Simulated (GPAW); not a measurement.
# 1T-VBrI monolayer in an electric field, part 2 of 2

Aim: the dipole that a field along the normal induces in 1T-VBrI monolayer.

GPAW 26.7.0; GPAW, PAW setups; layer in a repeated cell with vacuum, relaxation of atoms and in-plane cell (the session's first sound run).

So far, upper work function (eV): step 3 (the slab's potential) 4.14.

## Step 5: Field on

Level of this step: GPAW, PAW setups; slab in vacuum (GPAW).

The input, run.py:

```python
import json
import numpy as np
from ase import Atoms
from gpaw import GPAW, PW
from gpaw.external import ConstantElectricField

slab = Atoms(
    ['I', 'V', 'Br'],
    positions=[
        [1.99388, 1.15117, 9.00000],
        [-0.00000, -0.00000, 10.62853],
        [-0.00000, 2.30234, 12.01604]],
    cell=[[3.98777, -0.0, 0.0], [-1.99388, 3.45351, 0.0], [0.0, 0.0, 21.016]],
    pbc=[True, True, False],
    magmoms=[0.0, 1.0, 0.0])

slab.calc = GPAW(mode=PW(400), xc='PBE', kpts={'size': (9, 9, 1), 'gamma': True},
                 occupations={'name': 'fermi-dirac', 'width': 0.05}, nbands='160%',
                 convergence={'density': 1e-05}, maxiter=200,
                 poissonsolver={'dipolelayer': 'xy'},
                 external=ConstantElectricField(-0.1, [0, 0, 1]),
                 symmetry={'tolerance': 1e-3}, txt='slab.txt')
result = {}
energy = slab.get_potential_energy()
fermi = slab.calc.get_fermi_level()
v = slab.calc.get_electrostatic_potential().mean((0, 1)) - fermi
n = slab.calc.get_pseudo_density().mean((0, 1))
L = slab.cell[2, 2]
z = np.arange(len(v)) * L / len(v)
low, high = slab.positions[:, 2].min(), slab.positions[:, 2].max()
below, above = np.interp([low - 6.8, high + 6.8], z, v)
slopes = [np.interp(x, z, np.gradient(v, z)) for x in (low - 6.8, high + 6.8)]
eps = np.array([[slab.calc.get_eigenvalues(k, s) for k in range(len(slab.calc.get_ibz_k_points()))]
                for s in range(slab.calc.get_number_of_spins())]) - fermi
top, bottom = eps[eps < 0].max(), eps[eps > 0].min()
dipole = slab.get_dipole_moment()[2]
print(f'energy {energy:.4f} eV, Fermi level {fermi:.4f} eV, dipole {dipole:.5f} e A')
print(f'potential 6.8 A off the faces, from the Fermi level: lower {below:.4f} eV, upper {above:.4f} eV')
print(f'slope of the potential there: lower {slopes[0]:.5f}, upper {slopes[1]:.5f} eV/A')
print(f'nearest levels on the mesh: {top:.4f} and {bottom:.4f} eV')
print('magnetic moment', round(slab.get_magnetic_moment(), 3))
result.update(energy=energy, fermi=fermi, dipole=dipole, below=below, above=above, slopes=slopes, edges=[top, bottom],
              z=z.tolist(), v=v.tolist(), n=n.tolist(), positions=slab.positions.tolist(),
              forces=slab.get_forces(apply_constraint=False).tolist(), moments=slab.get_magnetic_moments().tolist())
json.dump(result, open('result.json', 'w'))
```

Launch:

```sh
OMP_NUM_THREADS=1 OPENBLAS_NUM_THREADS=1 python run.py
```

The log of the run:

```text
energy -13.5508 eV, Fermi level -1.1522 eV, dipole -0.06501 e A
potential 6.8 A off the faces, from the Fermi level: lower 3.5075 eV, upper 4.3616 eV
slope of the potential there: lower -0.00002, upper 0.00002 eV/A
nearest levels on the mesh: -0.6391 and 0.5866 eV
magnetic moment 3.0
```

Wall time 4 min (1 thread of Arm Neoverse V1, shared host); peak memory 0.43 GiB.

Numbers from this step:

- dipole along the normal: -0.06501 e·Å
- levels nearest the Fermi level on the mesh: -0.6391, 0.5866 eV from the Fermi level
- site moments: -0.03995, 2.533, -0.02391 μB
- potential below the slab, the applied field's own ramp left out: 3.507 eV from the Fermi level
- potential above the slab, the applied field's own ramp left out: 4.362 eV from the Fermi level

Electrostatic potential energy of an electron (without an applied field's), less the Fermi level, planar mean against z:

```
z (Å)  electrostatic potential energy of an electron (without an applied field's), less the Fermi level, planar mean (eV)
    0                                                                                                                3.93
    2                                                                                                                3.51
    4                                                                                                                3.51
    6                                                                                                                3.50
    8                                                                                                               0.567
   10                                                                                                               -4.48
   12                                                                                                               -12.1
   14                                                                                                                4.28
   16                                                                                                                4.36
   18                                                                                                                4.36
   20                                                                                                                4.36
```

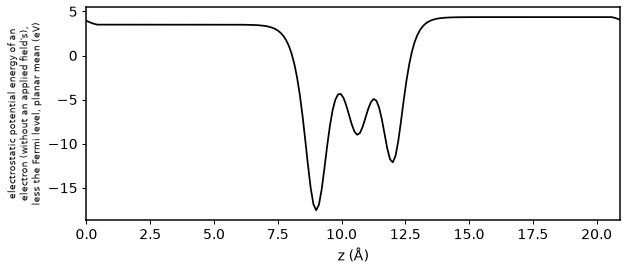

Electrostatic potential energy of an electron (without an applied field's), less the Fermi level, planar mean against z.

The dipole is now -0.0650 e Å, against -0.028 in the run without a field.

## Step 6: In a field

run.py: that of step 5 with these lines changed.

```diff
@@ -20,3 +20,3 @@
                  poissonsolver={'dipolelayer': 'xy'},
-                 external=ConstantElectricField(-0.1, [0, 0, 1]),
+                 external=ConstantElectricField(-0.05, [0, 0, 1]),
                  symmetry={'tolerance': 1e-3}, txt='slab.txt')
```

The log of the run:

```text
energy -13.5480 eV, Fermi level -1.1576 eV, dipole -0.04666 e A
potential 6.8 A off the faces, from the Fermi level: lower 3.6351 eV, upper 4.2481 eV
slope of the potential there: lower -0.00002, upper 0.00002 eV/A
nearest levels on the mesh: -0.6389 and 0.5868 eV
magnetic moment 3.0
```

Elapsed: 4 min, on 1 thread; peak memory 0.43 GiB.

Electrostatic potential energy of an electron (without an applied field's), less the Fermi level, planar mean against z:

```
z (Å)  electrostatic potential energy of an electron (without an applied field's), less the Fermi level, planar mean (eV)
    0                                                                                                                3.94
    1                                                                                                                3.64
    2                                                                                                                3.64
    3                                                                                                                3.64
    4                                                                                                                3.63
    5                                                                                                                3.63
    6                                                                                                                3.63
    7                                                                                                                3.48
    8                                                                                                               0.675
    9                                                                                                               -17.4
   10                                                                                                               -4.46
   11                                                                                                               -6.50
   12                                                                                                               -12.1
   13                                                                                                                2.38
   14                                                                                                                4.17
   15                                                                                                                4.24
   16                                                                                                                4.25
   17                                                                                                                4.25
   18                                                                                                                4.25
   19                                                                                                                4.25
   20                                                                                                                4.25
```

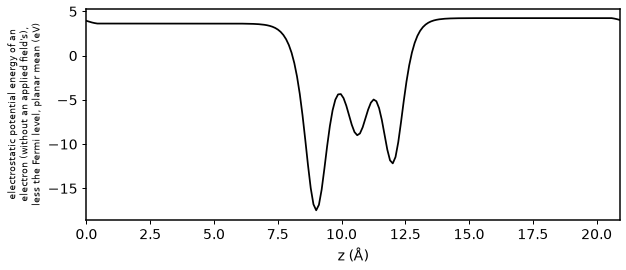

Electrostatic potential energy of an electron (without an applied field's), less the Fermi level, planar mean, plotted against z.

## Step 7: In a field

run.py: that of step 6 with these lines changed.

```diff
@@ -20,3 +20,3 @@
                  poissonsolver={'dipolelayer': 'xy'},
-                 external=ConstantElectricField(-0.05, [0, 0, 1]),
+                 external=ConstantElectricField(0.05, [0, 0, 1]),
                  symmetry={'tolerance': 1e-3}, txt='slab.txt')
```

The log of the run:

```text
energy -13.5452 eV, Fermi level -1.1693 eV, dipole -0.00996 e A
potential 6.8 A off the faces, from the Fermi level: lower 3.8914 eV, upper 4.0222 eV
slope of the potential there: lower -0.00002, upper 0.00002 eV/A
nearest levels on the mesh: -0.6383 and 0.5870 eV
magnetic moment 3.0
```

The job ended after 4 min (1 thread; peak memory 0.43 GiB).

## Step 8: In a field

run.py: that of step 7 with these lines changed.

```diff
@@ -20,3 +20,3 @@
                  poissonsolver={'dipolelayer': 'xy'},
-                 external=ConstantElectricField(0.05, [0, 0, 1]),
+                 external=ConstantElectricField(0.1, [0, 0, 1]),
                  symmetry={'tolerance': 1e-3}, txt='slab.txt')
```

The log of the run:

```text
energy -13.5452 eV, Fermi level -1.1755 eV, dipole 0.00840 e A
potential 6.8 A off the faces, from the Fermi level: lower 4.0201 eV, upper 3.9097 eV
slope of the potential there: lower -0.00002, upper 0.00002 eV/A
nearest levels on the mesh: -0.6380 and 0.5870 eV
magnetic moment 3.0
```

It took 4 min on 1 thread; peak memory 0.43 GiB.

The dipole is now 0.00840 e Å, against -0.028 in the run without a field.

## Step 9: Field on

run.py: that of step 8 with these lines changed.

```diff
@@ -20,3 +20,3 @@
                  poissonsolver={'dipolelayer': 'xy'},
-                 external=ConstantElectricField(0.1, [0, 0, 1]),
+                 external=ConstantElectricField(0.2, [0, 0, 1]),
                  symmetry={'tolerance': 1e-3}, txt='slab.txt')
```

The log of the run:

```text
energy -13.5479 eV, Fermi level -1.1887 eV, dipole 0.04516 e A
potential 6.8 A off the faces, from the Fermi level: lower 4.2790 eV, upper 3.6856 eV
slope of the potential there: lower -0.00002, upper 0.00002 eV/A
nearest levels on the mesh: -0.6372 and 0.5868 eV
magnetic moment 3.0
```

It took 4.2 min on 1 thread; peak memory 0.43 GiB.

Electrostatic potential energy of an electron (without an applied field's), less the Fermi level, planar mean against z:

```
z (Å)  electrostatic potential energy of an electron (without an applied field's), less the Fermi level, planar mean (eV)
    0                                                                                                                3.98
    2                                                                                                                4.28
    4                                                                                                                4.28
    6                                                                                                                4.27
    8                                                                                                                1.21
   10                                                                                                               -4.35
   12                                                                                                               -12.5
   14                                                                                                                3.61
   16                                                                                                                3.69
   18                                                                                                                3.69
   20                                                                                                                3.69
```

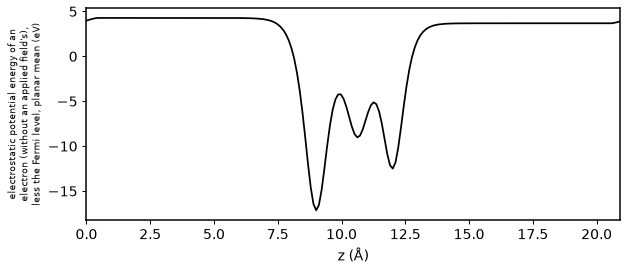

Electrostatic potential energy of an electron (without an applied field's), less the Fermi level, planar mean against z.

The dipole is now 0.0452 e Å, against -0.028 in the run without a field.

## Step 10: In a field

run.py: that of step 9 with these lines changed.

```diff
@@ -20,3 +20,3 @@
                  poissonsolver={'dipolelayer': 'xy'},
-                 external=ConstantElectricField(0.2, [0, 0, 1]),
+                 external=ConstantElectricField(0.3, [0, 0, 1]),
                  symmetry={'tolerance': 1e-3}, txt='slab.txt')
```

The log of the run:

```text
energy -13.5542 eV, Fermi level -1.2030 eV, dipole 0.08198 e A
potential 6.8 A off the faces, from the Fermi level: lower 4.5397 eV, upper 3.4625 eV
slope of the potential there: lower -0.00002, upper 0.00002 eV/A
nearest levels on the mesh: -0.6363 and 0.5864 eV
magnetic moment 3.0
```

Elapsed: 4.2 min, on 1 thread; peak memory 0.43 GiB.

Table of electrostatic potential energy of an electron (without an applied field's), less the Fermi level, planar mean by z:

```
z (Å)  electrostatic potential energy of an electron (without an applied field's), less the Fermi level, planar mean (eV)
    0                                                                                                                4.00
    2                                                                                                                4.54
    4                                                                                                                4.54
    6                                                                                                                4.53
    8                                                                                                                1.43
   10                                                                                                               -4.31
   12                                                                                                               -12.6
   14                                                                                                                3.39
   16                                                                                                                3.46
   18                                                                                                                3.46
   20                                                                                                                3.46
```

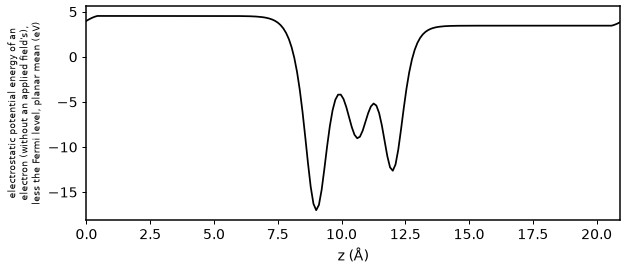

Electrostatic potential energy of an electron (without an applied field's), less the Fermi level, planar mean against z.

The dipole is now 0.0820 e Å, against -0.028 in the run without a field.

## Step 11: The series

The members are put on one axis.

This step: induced dipole against applied field (GPAW 26.7.0).

Table of dipole along the normal by field:

```
field (V/Å)  dipole along the normal (e·Å)
     -0.200                         -0.102
     -0.100                        -0.0650
     -0.050                        -0.0467
      0.000                        -0.0282
      0.050                       -0.00996
      0.100                        0.00840
      0.200                         0.0452
      0.300                         0.0820
```

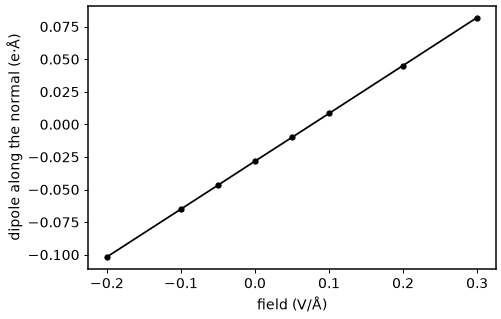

Dipole along the normal against field.

## Step 12: A changed run

One more run, with changed settings.

This step: GPAW, PAW setups; slab in vacuum (GPAW 26.7.0).

run.py: that of step 10 with these lines changed.

```diff
@@ -4,3 +4,2 @@
 from gpaw import GPAW, PW
-from gpaw.external import ConstantElectricField
 
@@ -13,3 +12,3 @@
     cell=[[3.98777, -0.0, 0.0], [-1.99388, 3.45351, 0.0], [0.0, 0.0, 21.016]],
-    pbc=[True, True, False],
+    pbc=[True, True, True],
     magmoms=[0.0, 1.0, 0.0])
@@ -18,5 +17,4 @@
                  occupations={'name': 'fermi-dirac', 'width': 0.05}, nbands='160%',
-                 convergence={'density': 1e-05}, maxiter=200,
+                 convergence={'density': 1e-05}, maxiter=50,
                  poissonsolver={'dipolelayer': 'xy'},
-                 external=ConstantElectricField(0.3, [0, 0, 1]),
                  symmetry={'tolerance': 1e-3}, txt='slab.txt')
```

The log of the run:

```text
AssertionError
```

Run time: 1.1 s. Hardware: 1 thread; peak memory 0.15 GiB.

The input was rejected at the start.

The fault put into the input: a dipole layer in a cell that repeats along the normal (pbc_z = true).

## Step 13: What came out

```json
{
  "work function, upper and lower face (Fermi level placed in the gap by the smearing)": "4.135 and 3.763 eV",
  "ionisation energy from the upper face (highest filled level on the mesh)": "4.77 eV",
  "electron affinity from the upper face (lowest empty Kohn-Sham level on the mesh)": "3.55 eV",
  "dipole along the normal": "-0.0282 e Å",
  "induced dipole per field": "0.367 e Å per V/Å",
  "out-of-plane polarisability per area, α/(ε0 A)": "4.83 Å"
}
```

What this shows: The field induces 0.367 e Å per V/Å, a polarisable thickness α/(ε0 A) of 4.83 Å beside 3.02 Å between the outermost nuclei. A perfect conductor would give the distance between its two image planes; a dielectric of thickness t gives t(1 - 1/ε). The two faces differ by 0.37 eV, the step that the slab's dipole makes (e p/(ε0 A) gives 0.37 eV), so the dipole layer is needed. The levels nearest the Fermi level on the mesh lie 1.23 eV apart, so the slab is gapped there: the smearing puts the Fermi level inside the gap, and from either face the ionisation energy is the work function plus 0.64 eV. Both are Kohn-Sham levels on the mesh, and semilocal gaps are too small, so the affinity tends to come out too large and the ionisation energy too small. The induced dipole is linear in the field over this range. With elements this heavy, spin-orbit coupling can move band edges by tenths of an eV. The relaxation of atoms and cell ran in a fully periodic cell without the dipole layer, so the atoms of this polar layer felt a small spurious field. One magnetic start was tried; another order may lie lower. The layer's cell and atoms come from the relaxation; spin-orbit coupling and temperature are left out.

[Logs are printed without paths, hosts, clocks, repeated set-up lines and the standing remarks that a program may print on its own settings, such as how far it seeks lower states.]

[Hosts, paths, dates, database ids (printed as entryN), source tags and the programs' standing remarks are cut or masked in the printed files.]
